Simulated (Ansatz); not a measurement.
# Ga4As4 wurtzite atom sphere (Ga₄As₄H₁₄): a spread of methods and bases

How do the results and run time of Ga4As4 wurtzite atom sphere (Ga₄As₄H₁₄) respond when the settings are drawn wide?

Method: the settings change from run to run; program: Ansatz 0.2.0, Gaussian basis.

### Step 1. The molecule

The geometry comes from an earlier relaxation with PBE-D4/def2-SVP; it is a stationary point, not always the lowest conformer.

22 atoms, charge 0, spin multiplicity 1.

Atoms are counted from 1 here; the program's logs count them from 0.

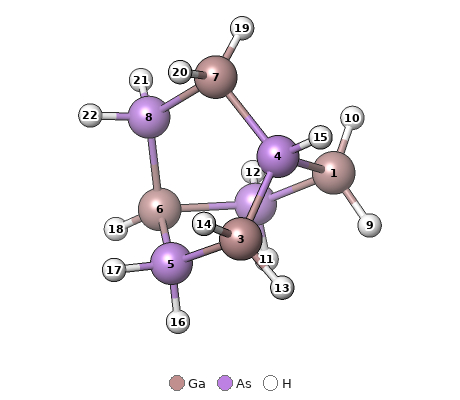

The structure; gallium pink, arsenic purple, hydrogen white; atoms are numbered from 1 in the order of the file.

### Step 2. B3LYP5/def2-TZVP

This run has multiplicity 3, restricted open-shell orbitals, density fitting with def2-universal-jkfit.

File in.yaml:

```yaml
crystal:
  periodic: [false, false, false]
  atoms:
    - {symbol: Ga, position_ang: [-2.111748, -1.213564, -1.433691]}
    - {symbol: As, position_ang: [-1.902800, -1.099157, 1.131671]}
    - {symbol: Ga, position_ang: [2.104061, -1.224276, -1.437958]}
    - {symbol: As, position_ang: [-0.001330, -0.004547, -1.962647]}
    - {symbol: As, position_ang: [1.908920, -1.097250, 1.127697]}
    - {symbol: Ga, position_ang: [0.003832, 0.005933, 2.285254]}
    - {symbol: Ga, position_ang: [0.002680, 2.429884, -1.444215]}
    - {symbol: As, position_ang: [-0.000360, 2.204400, 1.122155]}
    - {symbol: H, position_ang: [-1.988744, -2.758039, -1.734516]}
    - {symbol: H, position_ang: [-3.380493, -0.322010, -1.728107]}
    - {symbol: H, position_ang: [-1.999217, -2.475558, 1.782381]}
    - {symbol: H, position_ang: [-3.145218, -0.504317, 1.787275]}
    - {symbol: H, position_ang: [1.967720, -2.769610, -1.728933]}
    - {symbol: H, position_ang: [3.377484, -0.344095, -1.745543]}
    - {symbol: H, position_ang: [-0.002646, -0.007582, -3.490848]}
    - {symbol: H, position_ang: [2.010123, -2.471679, 1.781850]}
    - {symbol: H, position_ang: [3.153140, -0.498742, 1.776483]}
    - {symbol: H, position_ang: [0.005210, 0.008891, 3.859033]}
    - {symbol: H, position_ang: [-1.398765, 3.089868, -1.746783]}
    - {symbol: H, position_ang: [1.406716, 3.085863, -1.743420]}
    - {symbol: H, position_ang: [-1.144311, 2.978727, 1.769415]}
    - {symbol: H, position_ang: [1.135747, 2.986870, 1.773458]}
basis:
  gaussian: {orbitals: def2-TZVP, fitting: {mean_field: def2-universal-jkfit}}
magnetization: {spin_polarized: false, initial_magnetization: 2}
hamiltonian: {xc: {name: B3LYP5}}
```

On the command line:

```sh
> ansatz run in.yaml --threads 2 --pin off --events-out ev --progress --plain --max-ram 32768MiB --backend cuda --devices 0, --max-vram 18GiB
```

Log, shortened:

```text
Functional definition: B3LYP5
  name "B3LYP5"
  cite "Stephens, Devlin, Chabalowski & Frisch, J. Phys. Chem. 98, 11623 (1994) doi:10.1021/j100096a001"
  cite "Becke, Phys. Rev. A 38, 3098 (1988) doi:10.1103/PhysRevA.38.3098"
  cite "Lee, Yang & Parr, Phys. Rev. B 37, 785 (1988) doi:10.1103/PhysRevB.37.785"
  cite "Vosko, Wilk & Nusair, Can. J. Phys. 58, 1200 (1980) doi:10.1139/p80-159"
[...]
2380 factors; integrals over basis functions are off by at most 6.3e-1 eV
[...]
mean field -453085.04792116 eV, -16650.5683990269 hartree, gradient 3.3e-6 eV, S^2 2.000000; 12 other end points of the search recorded, 0 dependent functions left out
reference -453085.04840237 eV, -16650.5684167111 hartree; 136, 134 occupied and 332, 334 virtual orbitals, 2380 factors
Total energy: -453085.04840237 eV, -16650.5684167111 hartree
```

Wall time 3.1 min (1 × H100 (card shared with other runs) with 2 threads of AMD EPYC 7R13, shared host); peak host memory 1.4 GiB.

### Step 3. revPBE/def2-SVP

Options: multiplicity 3, D4 dispersion, relativity set to scalar, the search for lower states set to light.

Edit in.yaml of step 2 so:

```diff
@@ -26,4 +26,6 @@
 basis:
-  gaussian: {orbitals: def2-TZVP, fitting: {mean_field: def2-universal-jkfit}}
-magnetization: {spin_polarized: false, initial_magnetization: 2}
-hamiltonian: {xc: {name: B3LYP5}}
+  gaussian: {orbitals: def2-SVP}
+magnetization: {spin_polarized: true, initial_magnetization: 2}
+hamiltonian: {xc: {name: revPBE}, dispersion: d4, pseudopotentials: {relativity: scalar}}
+scf: {lower_state_search: light}
+output: {forces: true}
```

Same command.

Log, shortened:

```text
Functional definition: revPBE
  name "revPBE"
  cite "Zhang & Yang, Phys. Rev. Lett. 80, 890 (1998) doi:10.1103/PhysRevLett.80.890"
  cite "Perdew, Burke & Ernzerhof, Phys. Rev. Lett. 77, 3865 (1996) doi:10.1103/PhysRevLett.77.3865"
[...]
3684 factors; their error is unknown
[...]
mean field -456764.43757718 eV, -16785.7834749056 hartree, gradient 2.3e-6 eV, S^2 2.002430; 20 other end points of the search recorded, 0 dependent functions left out
[...]
reference -456764.43766582 eV, -16785.7834781630 hartree; 136, 134 occupied and 190, 192 virtual orbitals, 3684 factors
Total energy: -456766.88471708 eV, -16785.8734056383 hartree
Relativity: scalar
Atom 0 at    -2.111748    -1.213564    -1.433691 Å, force    -1.287407    -0.176496     0.309759 eV/Å
Atom 1 at    -1.902800    -1.099157     1.131671 Å, force    -0.473054    -0.369618    -0.574894 eV/Å
[...]
Atom 12 at     1.967720    -2.769610    -1.728933 Å, force     0.051491     0.016311    -0.007930 eV/Å
Atom 13 at     3.377484    -0.344095    -1.745543 Å, force     0.010679    -0.057264    -0.007252 eV/Å
Atom 14 at    -0.002646    -0.007582    -3.490848 Å, force    -0.012650     0.006695     0.107881 eV/Å
Atom 15 at     2.010123    -2.471679     1.781850 Å, force     0.023438     0.022256    -0.053899 eV/Å
Atom 16 at     3.153140    -0.498742     1.776483 Å, force    -0.007987    -0.030902    -0.055951 eV/Å
Atom 17 at     0.005210     0.008891     3.859033 Å, force     0.066507    -0.038677     0.340006 eV/Å
Atom 18 at    -1.398765     3.089868    -1.746783 Å, force     0.020264    -0.163444     0.054699 eV/Å
Atom 19 at     1.406716     3.085863    -1.743420 Å, force     0.183579    -0.203749     0.101404 eV/Å
Atom 20 at    -1.144311     2.978727     1.769415 Å, force     0.027401    -0.049155    -0.046403 eV/Å
Atom 21 at     1.135747     2.986870     1.773458 Å, force     0.060534     0.123936    -0.030060 eV/Å
Dipole moment:     0.021024    -0.010793     0.477932 e Å
```

It took 56 s on 1 × H100 (card shared with other runs) with 2 threads of AMD EPYC 7R13, shared host; peak host memory 1.3 GiB.

Largest force 1.342 eV/Å, dipole 2.30 D, ⟨S²⟩ 2.002.

### Step 4. B3LYP/def2-TZVP

Options: unrestricted orbitals, coordinates scaled by 1.25, density fitting with def2-universal-jkfit, D4 dispersion.

File in.yaml:

```yaml
crystal:
  periodic: [false, false, false]
  atoms:
    - {symbol: Ga, position_ang: [-2.639685, -1.516955, -1.792113]}
    - {symbol: As, position_ang: [-2.378499, -1.373946, 1.414589]}
    - {symbol: Ga, position_ang: [2.630076, -1.530345, -1.797448]}
    - {symbol: As, position_ang: [-0.001663, -0.005684, -2.453308]}
    - {symbol: As, position_ang: [2.386150, -1.371563, 1.409621]}
    - {symbol: Ga, position_ang: [0.004790, 0.007416, 2.856567]}
    - {symbol: Ga, position_ang: [0.003350, 3.037355, -1.805268]}
    - {symbol: As, position_ang: [-0.000450, 2.755500, 1.402694]}
    - {symbol: H, position_ang: [-2.485931, -3.447548, -2.168145]}
    - {symbol: H, position_ang: [-4.225617, -0.402512, -2.160134]}
    - {symbol: H, position_ang: [-2.499022, -3.094447, 2.227976]}
    - {symbol: H, position_ang: [-3.931522, -0.630396, 2.234094]}
    - {symbol: H, position_ang: [2.459650, -3.462012, -2.161166]}
    - {symbol: H, position_ang: [4.221855, -0.430119, -2.181929]}
    - {symbol: H, position_ang: [-0.003307, -0.009478, -4.363560]}
    - {symbol: H, position_ang: [2.512654, -3.089599, 2.227313]}
    - {symbol: H, position_ang: [3.941426, -0.623427, 2.220603]}
    - {symbol: H, position_ang: [0.006512, 0.011114, 4.823792]}
    - {symbol: H, position_ang: [-1.748457, 3.862335, -2.183479]}
    - {symbol: H, position_ang: [1.758395, 3.857328, -2.179275]}
    - {symbol: H, position_ang: [-1.430389, 3.723409, 2.211769]}
    - {symbol: H, position_ang: [1.419684, 3.733587, 2.216822]}
basis:
  gaussian: {orbitals: def2-TZVP, fitting: {mean_field: def2-universal-jkfit}}
magnetization: {spin_polarized: true, initial_magnetization: 0}
hamiltonian: {xc: {name: B3LYP}, dispersion: d4}
output: {forces: true}
```

Launched as before.

Log, shortened:

```text
Functional definition: B3LYP
  name "B3LYP"
  cite "Stephens, Devlin, Chabalowski & Frisch, J. Phys. Chem. 98, 11623 (1994) doi:10.1021/j100096a001"
  cite "Becke, Phys. Rev. A 38, 3098 (1988) doi:10.1103/PhysRevA.38.3098"
  cite "Lee, Yang & Parr, Phys. Rev. B 37, 785 (1988) doi:10.1103/PhysRevB.37.785"
  cite "Vosko, Wilk & Nusair, Can. J. Phys. 58, 1200 (1980) doi:10.1139/p80-159"
[...]
2380 factors; integrals over basis functions are off by at most 9.3e-1 eV
[...]
mean field -453104.19710628 eV, -16651.2721186003 hartree, gradient 6.8e-5 eV, S^2 0.000000; 1 other end points of the search recorded, 0 dependent functions left out
[...]
reference -453104.19768919 eV, -16651.2721400218 hartree; 135, 135 occupied and 333, 333 virtual orbitals, 2380 factors
Total energy: -453105.73175574 eV, -16651.3285159277 hartree
[...]
Atom 12 at     2.459650    -3.462012    -2.161166 Å, force     0.144606     1.971917     0.424409 eV/Å
Atom 13 at     4.221855    -0.430119    -2.181929 Å, force    -1.639122    -1.097014     0.445789 eV/Å
Atom 14 at    -0.003307    -0.009478    -4.363560 Å, force     0.002252     0.005488     2.814735 eV/Å
Atom 15 at     2.512654    -3.089599     2.227313 Å, force    -0.147303     2.658995    -1.179722 eV/Å
Atom 16 at     3.941426    -0.623427     2.220603 Å, force    -2.382649    -1.199296    -1.169562 eV/Å
Atom 17 at     0.006512     0.011114     4.823792 Å, force    -0.001332    -0.003188    -1.882579 eV/Å
Atom 18 at    -1.748457     3.862335    -2.183479 Å, force     1.773086    -0.866977     0.439349 eV/Å
Atom 19 at     1.758395     3.857328    -2.179275 Å, force    -1.776299    -0.862273     0.435267 eV/Å
Atom 20 at    -1.430389     3.723409     2.211769 Å, force     2.236791    -1.455983    -1.166403 eV/Å
Atom 21 at     1.419684     3.733587     2.216822 Å, force    -2.222133    -1.472011    -1.174167 eV/Å
Dipole moment:     0.001229     0.000579     0.094651 e Å
```

It took 14 s on 1 × H100 (card shared with other runs) with 2 threads of AMD EPYC 7R13, shared host; peak host memory 1.8 GiB.

Largest force 2.913 eV/Å, dipole 0.45 D, ⟨S²⟩ 0.000.

### Step 5. B3LYP5/cc-pVDZ

This run has high accuracy.

File in.yaml:

```yaml
crystal:
  periodic: [false, false, false]
  atoms:
    - {symbol: Ga, position_ang: [-2.111748, -1.213564, -1.433691]}
    - {symbol: As, position_ang: [-1.902800, -1.099157, 1.131671]}
    - {symbol: Ga, position_ang: [2.104061, -1.224276, -1.437958]}
    - {symbol: As, position_ang: [-0.001330, -0.004547, -1.962647]}
    - {symbol: As, position_ang: [1.908920, -1.097250, 1.127697]}
    - {symbol: Ga, position_ang: [0.003832, 0.005933, 2.285254]}
    - {symbol: Ga, position_ang: [0.002680, 2.429884, -1.444215]}
    - {symbol: As, position_ang: [-0.000360, 2.204400, 1.122155]}
    - {symbol: H, position_ang: [-1.988744, -2.758039, -1.734516]}
    - {symbol: H, position_ang: [-3.380493, -0.322010, -1.728107]}
    - {symbol: H, position_ang: [-1.999217, -2.475558, 1.782381]}
    - {symbol: H, position_ang: [-3.145218, -0.504317, 1.787275]}
    - {symbol: H, position_ang: [1.967720, -2.769610, -1.728933]}
    - {symbol: H, position_ang: [3.377484, -0.344095, -1.745543]}
    - {symbol: H, position_ang: [-0.002646, -0.007582, -3.490848]}
    - {symbol: H, position_ang: [2.010123, -2.471679, 1.781850]}
    - {symbol: H, position_ang: [3.153140, -0.498742, 1.776483]}
    - {symbol: H, position_ang: [0.005210, 0.008891, 3.859033]}
    - {symbol: H, position_ang: [-1.398765, 3.089868, -1.746783]}
    - {symbol: H, position_ang: [1.406716, 3.085863, -1.743420]}
    - {symbol: H, position_ang: [-1.144311, 2.978727, 1.769415]}
    - {symbol: H, position_ang: [1.135747, 2.986870, 1.773458]}
basis:
  gaussian: {orbitals: cc-pVDZ}
hamiltonian: {xc: {name: B3LYP5}}
accuracy: high
scf: {omitted_lower_state_checks: [starts]}
output: {forces: true}
```

The command is unchanged.

Log, shortened:

```text
Functional definition: B3LYP5
  name "B3LYP5"
  cite "Stephens, Devlin, Chabalowski & Frisch, J. Phys. Chem. 98, 11623 (1994) doi:10.1021/j100096a001"
  cite "Becke, Phys. Rev. A 38, 3098 (1988) doi:10.1103/PhysRevA.38.3098"
  cite "Lee, Yang & Parr, Phys. Rev. B 37, 785 (1988) doi:10.1103/PhysRevB.37.785"
  cite "Vosko, Wilk & Nusair, Can. J. Phys. 58, 1200 (1980) doi:10.1139/p80-159"
[...]
6788 factors; integrals over basis functions are off by at most 1.3e-8 eV
[...]
mean field -453082.70851768 eV, -16650.4824275346 hartree, gradient 4.2e-8 eV, S^2 0.000000; 0 other end points of the search recorded, 0 dependent functions left out
[...]
reference -453082.70859040 eV, -16650.4824302070 hartree; 135, 135 occupied and 151, 151 virtual orbitals, 6788 factors
Total energy: -453082.70859040 eV, -16650.4824302070 hartree
[...]
Atom 13 at     3.377484    -0.344095    -1.745543 Å, force    -0.042973    -0.062528    -0.003732 eV/Å
Atom 14 at    -0.002646    -0.007582    -3.490848 Å, force    -0.000125    -0.000179     0.091616 eV/Å
Atom 15 at     2.010123    -2.471679     1.781850 Å, force    -0.002404     0.085605    -0.049485 eV/Å
Atom 16 at     3.153140    -0.498742     1.776483 Å, force    -0.075908    -0.039479    -0.050592 eV/Å
Atom 17 at     0.005210     0.008891     3.859033 Å, force     0.000245     0.000358    -0.054448 eV/Å
Atom 18 at    -1.398765     3.089868    -1.746783 Å, force     0.076412    -0.005547    -0.004584 eV/Å
Atom 19 at     1.406716     3.085863    -1.743420 Å, force    -0.075654    -0.005888    -0.004659 eV/Å
Atom 20 at    -1.144311     2.978727     1.769415 Å, force     0.072489    -0.045243    -0.049394 eV/Å
Atom 21 at     1.135747     2.986870     1.773458 Å, force    -0.072074    -0.046106    -0.049916 eV/Å
Dipole moment:     0.001848     0.001635     0.834767 e Å
Checks for a lower state left out: starts
```

Wall time 25 s (1 × H100 (card shared with other runs) with 2 threads of AMD EPYC 7R13, shared host); peak host memory 2.8 GiB.

Largest force 0.467 eV/Å, dipole 4.01 D.

### Step 6. The runs in one table

```
           level  charge  multiplicity  geometry  functions  energy (eV)     time
B3LYP5/def2-TZVP       0             3   relaxed        468  -453085.048  3.1 min
 revPBE/def2-SVP       0             3   relaxed        326  -456766.885     56 s
 B3LYP/def2-TZVP       0             1    scaled        468  -453105.732     14 s
  B3LYP5/cc-pVDZ       0             1   relaxed        286  -453082.709     25 s
```

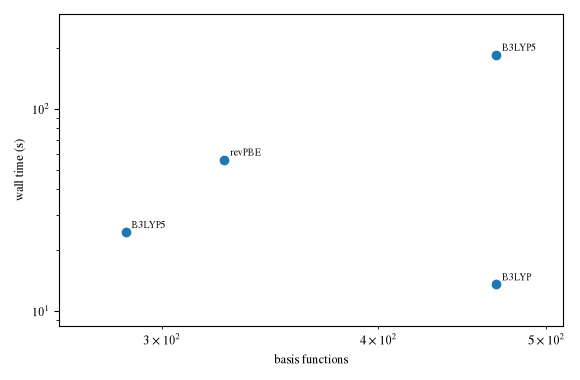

Wall time against the number of basis functions (shared host).

### Step 7. Summary of results

```
quantity                      value
    runs                          4
quickest      B3LYP/def2-TZVP, 14 s
 slowest  B3LYP5/def2-TZVP, 3.1 min
```

What this shows: The runs differ in state or geometry as well as level, so their energies can't be set against each other. Run time spans a factor of 14, from B3LYP/def2-TZVP to B3LYP5/def2-TZVP. The jobs differ in tasks and options as well as level. At the PBE-D4/def2-SVP geometry and in the same state, runs without warnings or point charges leave forces up to 0.47 eV/Å (B3LYP5/cc-pVDZ), against 2.9 eV/Å where the atoms were moved.
